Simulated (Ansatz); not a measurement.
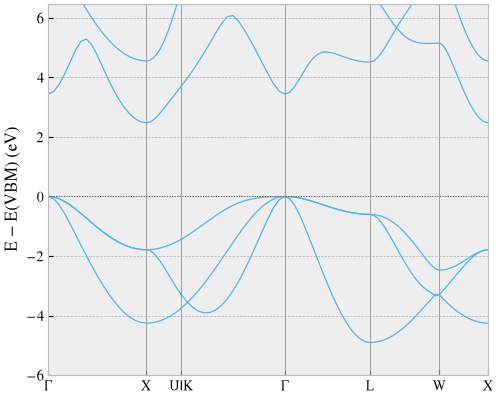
Figure: Band structure from DFT-r²SCAN in the program Ansatz with PAW potentials

Question: Read off the gap and where the band edges lie.

Answer: About 2.5 eV (2.48 eV by a search for the band edges); maximum at Γ, minimum at X.

The material is MgSe (rock salt, Fm-3m).

The r²SCAN relaxation kept the symmetry of its start. Scalar-relativistic: spin–orbit coupling is off unless named, which matters more the heavier the elements.

Potentials: the later of the program's two PAW sets.
